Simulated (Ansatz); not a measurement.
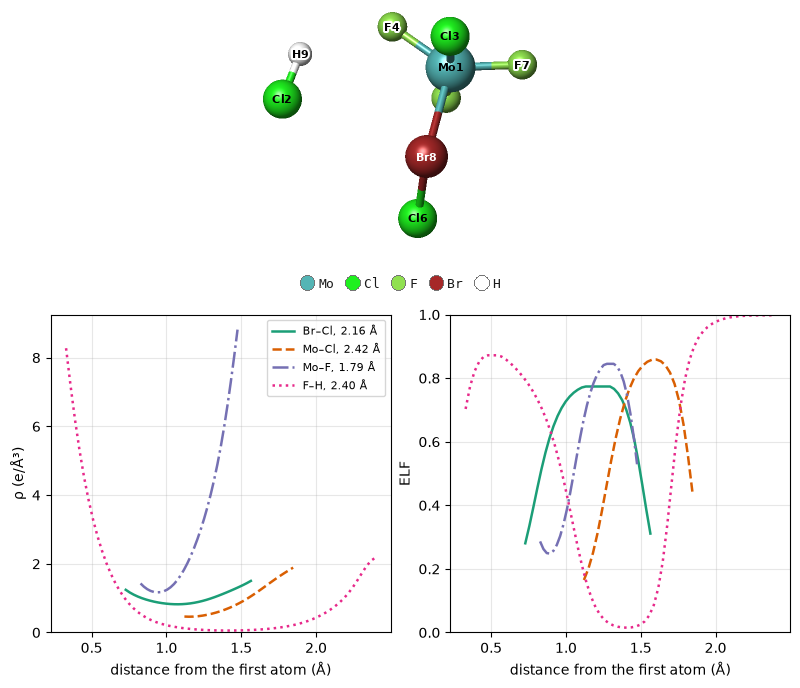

Figure 1: BrCl₂F₃Mo···HCl. Electron density and ELF along straight lines between neighbouring atoms. The curves leave out the atomic cores. The structure is drawn too.

Core potentials replace the inner electrons of Mo.

Theory: Ansatz 0.2.0, RHF/def2-SVP.

The calculation's input:

```
crystal:
  periodic: [false, false, false]
  atoms:
    - { symbol: Mo, position_ang: [0.265754, 0.338871, -0.442199] }
    - { symbol: Cl, position_ang: [0.077341, -0.126193, 3.034805] }
    - { symbol: Cl, position_ang: [2.66256, 0.73102, -0.24048] }
    - { symbol: F, position_ang: [-0.096402, 1.810279, 0.516441] }
    - { symbol: F, position_ang: [-1.584168, -0.121465, -0.469616] }
    - { symbol: Cl, position_ang: [-0.513849, -3.248416, 0.547528] }
    - { symbol: F, position_ang: [0.373583, -0.010125, -2.193137] }
    - { symbol: Br, position_ang: [1.163841, -1.902048, 0.301242] }
    - { symbol: H, position_ang: [1.050939, -1.009923, 2.911817] }
basis:
  gaussian: { orbitals: def2-SVP }
hamiltonian:
  xc: hf
relax:
  f_tol: 0.03
  max_steps: 50
output:
  orbitals: {}
```

Launched as:

```sh
ansatz run input.yaml --threads 4 --pin off --max-ram 5120MiB --backend cpu --events-out ev --progress --plain --runs-dir out
```

The fields are those of the run's last geometry, not of the input's.

What can be read from the curves?

Answer. Br–Cl (2.16 Å): the density is about 0.82 e/Å³ at the midpoint; the ELF peaks at about 0.75 between the atoms: a covalent bond.
Mo–Cl (2.42 Å): the density is about 0.47 e/Å³ at the midpoint; the ELF peaks at about 0.85 in the valence shell of Cl, 0.8 Å from its nucleus, and is about 0.30 at the midpoint.
Mo–F (1.79 Å): the density is about 1.2 e/Å³ at the midpoint; the ELF peaks at about 0.85 in the valence shell of F, 0.5 Å from its nucleus, and drops to about 0.25 between the two atoms.
F4···H9 (2.40 Å): the density falls to about 0.06 e/Å³ on the way; the ELF dips to about 0 between them (a weak contact between the two molecules).
